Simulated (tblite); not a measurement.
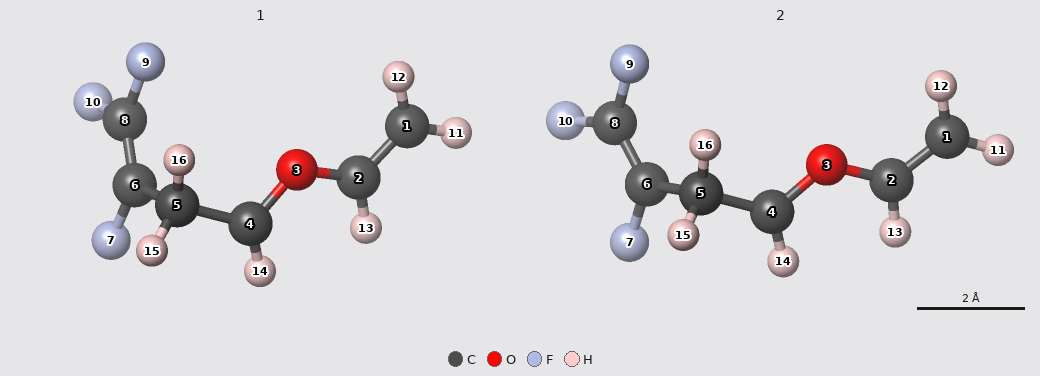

Two geometries of C$_{6}$H$_{6}$F$_{3}$O (multiplicity 2), drawn at one scale. One is the start of a relaxation, the other its converged end. The picture is a ball-and-stick view, seen face on.

Level of theory: GFN2-xTB geometry optimisation, gas phase (tblite 0.8.0). 

Which geometry has the lower energy?

Structure 1 is the relaxed one. The largest move after the best rigid fit is that of F10, 0.99 Å. By element the largest moves are F 0.99 Å, H 0.61 Å, C 0.58 Å, O 0.22 Å. Some distances before and after: C8–F10 1.360 → 1.328 Å, C2–O3 1.359 → 1.345 Å, C1–H12 1.087 → 1.074 Å, C8–F9 1.342 → 1.330 Å. Bond angles that change, for instance: F9–C8–F10 119.6° → 110.8°, C6–C8–F10 119.2° → 126.3°, H15–C5–H16 105.8° → 110.4°. The energy falls by 0.221 eV in 105 geometry steps.
